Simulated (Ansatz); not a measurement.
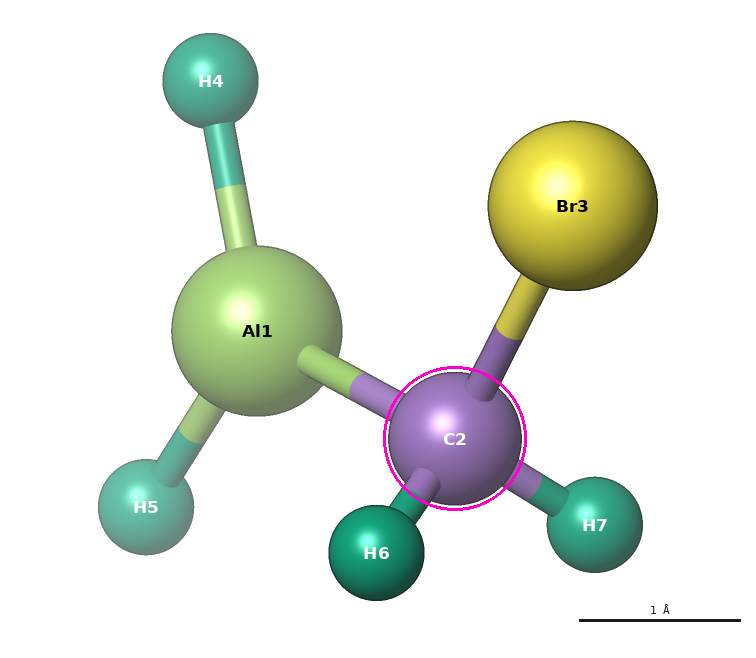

Orthographic view. Depth is shown by fading: the farther an atom, the more it takes the colour of the background. The computed structure is the end point of a PBE-D4/def2-SVP optimisation. No frequency run is at hand to confirm it as a minimum.

Question: Name the neighbours of the circled atom.

Answer: The circled atom is C2; it is bonded to Al1, Br3, H6, H7.

Question: Of Al1 and C2, which is nearer the viewer?

Answer: C2; the bond to Al1 points away from the viewer, so it looks shorter than its 1.98 Å.

Question: Which two atoms are farthest apart in space?

Answer: Br3 and H5, 4.75 Å.

Question: Which atom is farthest from the viewer?

Answer: H5, 1.8 Å behind the mean position.
